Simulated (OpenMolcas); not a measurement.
# One shape, several levels: doublet [InPH6]+

Aim: a comparison of 4 runs (UB3LYP/def2-SVP, UM06-2X/def2-SVP, UPBE/def2-SVP, ROCCSD(T)/def2-SVP) of doublet [InPH6]+. 

Program for the calculation: OpenMolcas 26.06.

### 1 The molecule

[InPH6]+ has 8 atoms, charge +1, and is taken as a doublet. As SMILES of the parent species, `[PH3+][InH3-]`. The coordinates come from a PBE0-D4/def2-TZVP relaxation. That shape belongs to the parent species and isn't relaxed for this state.

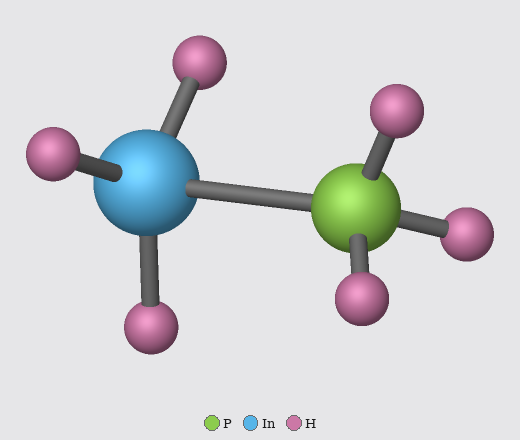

Viewed from a chosen angle; phosphorus green, indium blue, hydrogen pink.

### 2 The energy at UB3LYP/def2-SVP (core potential) (run 1)

Input file calc.inp:

```
&GATEWAY
  BasLib=$CurrDir
  Coord
  8
  angstrom
  P       -0.593300       0.062600      -1.026600
  In       0.822000      -0.099900       1.362800
  H       -1.997500      -0.077200      -1.021800
  H       -0.318900      -0.855700      -2.062100
  H       -0.526800       1.240500      -1.800800
  H        0.023300       1.240800       2.111900
  H        2.376100       0.140700       0.638900
  H        0.307400      -1.708800       1.741800
  Basis=def2-SVP
  Group=NoSym

&SEWARD
  GridInput
  Grid=UltraFine
  End of Grid

&SCF
  UHF
  Charge=1
  Spin=2
  KSDFT=B3LYP
  Thresholds=1e-10 1e-07 1e-07 1e-05
  PrOrbitals=1 2
```

The basis set def2-SVP is read from a file made from the Basis Set Exchange's data (not shown).

Launch:

```console
export MOLCAS_MEM=1860
pymolcas calc.inp > calc.log
```

What it wrote:

```text
--- Start Module: gateway ---
[...]
--- Stop Module: gateway /rc=_RC_ALL_IS_WELL_ ---
--- Start Module: seward ---
[...]
      Basis functions           74
--- Stop Module: seward /rc=_RC_ALL_IS_WELL_ ---
[...]
--- Start Module: scf ---
[...]
       Convergence after  33 Iterations
[...]
::    Total KS-DFT energy                            -534.6659232122
[...]
      Total spin, S                                     0.5067487539
[...]
      Total electronic charge=   41.000000
      Total            charge=    1.000000
[...]
      Dipole Moment (debye):
      Origin of the operator (angstrom)=    0.4998   -0.0629    0.8188
                   X= -1.9057E+00               Y=  1.0003E+00               Z= -1.9347E+00           Total=  2.8940E+00
      Center of Charge (angstrom)
[...]
--- Stop Module: scf /rc=_RC_ALL_IS_WELL_ ---
[...]
```

It took 42 s on 1 thread of Intel Xeon 6975P-C (Granite Rapids), shared host; peak memory 0.43 GiB.

### 3 A single-point energy at UM06-2X/def2-SVP (core potential) (run 2)

Input file mol.input:

```
* H6InP Kohn-Sham DFT

&gateway
  baslib=$CurrDir
  coord
  8
  angstrom
  P       -0.593300       0.062600      -1.026600
  In       0.822000      -0.099900       1.362800
  H       -1.997500      -0.077200      -1.021800
  H       -0.318900      -0.855700      -2.062100
  H       -0.526800       1.240500      -1.800800
  H        0.023300       1.240800       2.111900
  H        2.376100       0.140700       0.638900
  H        0.307400      -1.708800       1.741800
  basis=def2-SVP
  group=NoSym

&seward
  gridinput
  Grid=UltraFine
  End of Grid

&scf
  uhf
  charge=1
  spin=2
  ksdft=M062X
  thresholds=1e-10 1e-07 1e-07 1e-05
  prorbitals=1 2
```

The basis set def2-SVP is read from a file made from the Basis Set Exchange's data (not shown).

Launch:

```console
export MOLCAS_MEM=1860
pymolcas mol.input > mol.log
```

What it wrote:

```text
--- Start Module: gateway ---
[...]
--- Stop Module: gateway /rc=_RC_ALL_IS_WELL_ ---
--- Start Module: seward ---
[...]
      Basis functions           74
--- Stop Module: seward /rc=_RC_ALL_IS_WELL_ ---
[...]
--- Start Module: scf ---
[...]
       Convergence after  35 Iterations
[...]
::    Total KS-DFT energy                            -534.4625370139
[...]
      Total spin, S                                     0.5076349420
[...]
      Total electronic charge=   41.000000
      Total            charge=    1.000000
[...]
      Dipole Moment (debye):
      Origin of the operator (angstrom)=    0.4998   -0.0629    0.8188
                   X= -2.0719E+00               Y=  1.3740E+00               Z= -1.5571E+00           Total=  2.9334E+00
      Center of Charge (angstrom)
[...]
--- Stop Module: scf /rc=_RC_ALL_IS_WELL_ ---
[...]
```

Run time: 64 s. Hardware: 1 thread of Intel Xeon 6975P-C (Granite Rapids), shared host; peak memory 0.43 GiB.

Run 3 isn't shown in full; the table further down has it.

### 4 The energy at ROCCSD(T)/def2-SVP (core potential) (run 4)

Input file struct.xyz:

```xyz
8

P     -0.593300     0.062600    -1.026600
In     0.822000    -0.099900     1.362800
H     -1.997500    -0.077200    -1.021800
H     -0.318900    -0.855700    -2.062100
H     -0.526800     1.240500    -1.800800
H      0.023300     1.240800     2.111900
H      2.376100     0.140700     0.638900
H      0.307400    -1.708800     1.741800
```

Input file mol.inp:

```
>>> EXPORT MOLCAS_PRINT=2

&GATEWAY
 BasLib=$CurrDir
 Coord=struct.xyz
 Basis=def2-SVP
 Group=NoSym

&SEWARD

&SCF
 UHF
 Charge=1
 Spin=2
 Thresholds=1e-10 1e-07 1e-07 1e-05
 PrOrbitals=1 1

&RASSCF
 FileOrb=$Project.UnaOrb
 Spin=2
 Nactel=1 0 0
 Inactive=20
 Ras2=1
 OutOrbitals=Canonical
 OrbListing=NoCore

&MOTRA
 JobIph
 Frozen=9

&CCSDT
 CCT
 Triples=3
 Iterations=80
 Accuracy=1e-08
 Extrapolation=5 4
```

The basis set def2-SVP is read from a file made from the Basis Set Exchange's data (not shown).

Launch:

```console
export MOLCAS_MEM=1860
pymolcas mol.inp > mol.log
```

What it wrote:

```text
--- Start Module: gateway ---
[...]
--- Stop Module: gateway /rc=_RC_ALL_IS_WELL_ ---
[...]
      Basis functions           74
[...]
       Convergence after  39 Iterations
[...]
::    Total SCF energy                               -532.9425062411
[...]
      Total spin, S                                     0.5118623850
[...]
      Number of active orbitals                  1
[...]
      Spin quantum number                      0.5
[...]
      Active orbitals                            1
[...]
      Number of CSFs                             1
[...]
      Number of root(s) required                 1
[...]
      Convergence after 13 iterations
[...]
      printout of CI-coefficients larger than  0.05 for root  1
      energy=    -532.939408
      conf/sym  1     Coeff  Weight
             1  u   1.00000 1.00000
      Natural orbitals and occupation numbers for root  1
      sym 1:   1.000000
      ************************************************************************************************************************
      *                                                    Final results                                                     *
[...]
::    RASSCF root number  1 Total energy:   -532.93940840
[...]
      Total electronic charge=   41.000000
      Total            charge=    1.000000
[...]
      Dipole Moment (debye):
      Origin of the operator (angstrom)=    0.4998   -0.0629    0.8188
                   X=  1.2060E+00               Y=  5.5883E-01               Z= -3.5390E+00           Total=  3.7804E+00
      Center of Charge (angstrom)
[...]
--- Start Module: motra ---
[...]
--- Start Module: ccsdt ---
[...]
      Convergence after                    38  Iterations
      Total energy (diff) :    -533.21203086       0.00000001
[...]
 METHOD                       : CCSD+T(CCSD)+<T3(1)WT1>+<T3(1)UT2> = CCSD(T)
[...]
       CCSD     =      -533.2120308630291
[...]
```

Run time: 38 s. Hardware: 1 thread of Intel Xeon 6975P-C (Granite Rapids), shared host; peak memory 0.43 GiB.

### 5 All runs side by side

| run | level | integration grid | frozen core orbitals | energy (Eh) | HOMO energy (eV) | LUMO energy (eV) | ⟨S²⟩ | wall time |
| --- | --- | --- | --- | --- | --- | --- | --- | --- |
| 1 | UB3LYP/def2-SVP (core potential) | UltraFine | – | -534.665923 | -13.06 | -12.02 | 0.764 | 42 s |
| 2 | UM06-2X/def2-SVP (core potential) | UltraFine | – | -534.462537 | -14.08 | -11.03 | 0.765 | 64 s |
| 3 | UPBE/def2-SVP (core potential) | UltraFine | – | -534.402062 | -12.40 | -12.25 | 0.758 | 66 s |
| 4 | ROCCSD(T)/def2-SVP (core potential) | – | 9 | -533.219979 | – | – | – | 38 s |

### 6 Summary of results

```
             quantity          value
  run 4: total energy  -533.21998 Eh
run 4: (T) correction      -7.95 mEh
```

In words: Totals of different functionals can't be ranked against each other. All runs together took 3.5 min, the longest 66 s.
